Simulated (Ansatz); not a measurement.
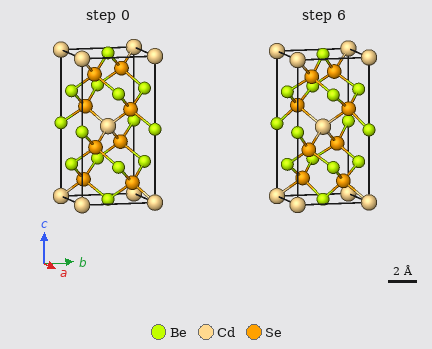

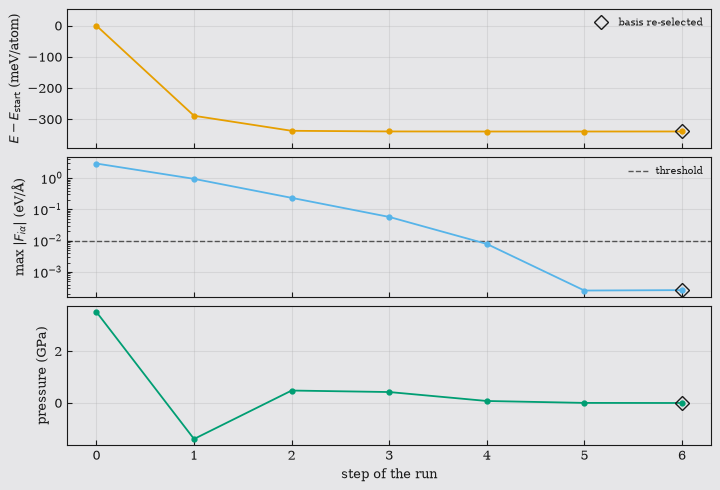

First and last geometry of a relaxation of solid Be3CdSe4 (built on the Li3SbS4-121 type type), with the history of the run. A ball-and-stick model of the conventional cell (2 times the calculation's cell), seen slightly off an axis. Lengths and directions refer to the drawn axes.

Computed with DFT, PBEsol, plane waves, PAW in Ansatz.

Input
```yaml
crystal:
  lattice:
    - [-2.7542082, 2.7542082, 5.35548769]
    - [2.7542082, -2.7542082, 5.35548769]
    - [2.7542082, 2.7542082, -5.35548769]
  atoms:
    - { symbol: Be, position: [0.5, 0.5, 0.0] }
    - { symbol: Be, position: [0.75, 0.25, 0.5] }
    - { symbol: Be, position: [0.25, 0.75, 0.5] }
    - { symbol: Cd, position: [0.0, 0.0, 0.0] }
    - { symbol: Se, position: [0.63487291, 0.11460596, 0.0] }
    - { symbol: Se, position: [0.11460596, 0.63487291, 0.0] }
    - { symbol: Se, position: [0.36512709, 0.36512709, 0.47973305] }
    - { symbol: Se, position: [0.88539404, 0.88539404, 0.52026695] }
kpoints:
  mp_grid: { grid: [6, 6, 6] }
hamiltonian:
  xc: pbesol
scf:
  occupations: { method: fermi_dirac, width: 0.03 }
relax:
  f_tol: 0.01
  cell: {}
  max_steps: 120
```

Run as
```bash
ansatz run input.yaml --threads 4 --pin off --max-ram 4608MiB --backend cpu --events-out ev --progress --plain --runs-dir out
```

### Read the history and describe the run.

It converged. Over 5 accepted moves (6 points after the start) the energy falls by 339 meV per atom. Largest force component: 2.9 eV/Å at the start, 0.00026 eV/Å at the end. The pressure goes from 3.51 to 0.00 GPa. At 1 point the geometry stayed and the basis and grid were re-selected for the new cell (energy shift of 0.1 meV per atom at most each time). The largest moves relative to the cell, 0.32 Å, are those of Se5, Se6, Se7 and Se8. Se8 goes along [−3 −3 1]. Be and Cd stay in place. Cell: a = b 5.508 → 5.391 Å (−2.1 %), c 10.711 → 10.606 Å (−1.0 %). Volume −5.2 %. Some distances before and after: Cd4–Se5 2.300 → 2.571 Å, Be1–Se5 2.430 → 2.227 Å, Be2–Se5 2.363 → 2.263 Å. Among the angles between lasting bonds that change: Se5–Be1–Se6 113.0° → 98.7°, Be1–Se7–Be2 106.5° → 114.7°, Be2–Se7–Cd4 110.9° → 102.7°. The space group stays I-42m (No. 121).
